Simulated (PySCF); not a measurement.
| atom | x (Å) | y (Å) | z (Å) |
| --- | --- | --- | --- |
| Ca | 0.0000 | 0.0000 | -0.5311 |
| B | 0.0000 | 0.0000 | 1.9279 |

These are results of PBE0/x2c-SVPall, spin-free X2C-1e, Gaussian nucleus, at a bond length of 2.459 Å (PySCF 2.14.0), not measurements.

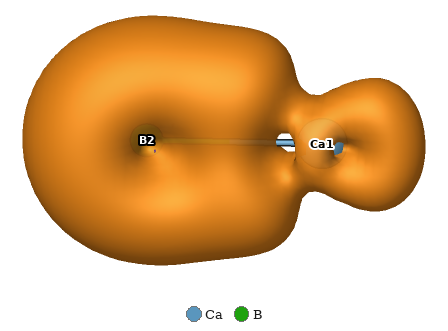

CaB (charge +1, triplet). Isosurfaces of the spin density at +0.02 (orange) and −0.02 e/Å³ (purple), seen from one side.

Describe the spin distribution.

The unpaired spin (2 electrons) lies mostly on B2 (about 1.4) and Ca1 (about 0.6), in electrons by Hirshfeld's partition.
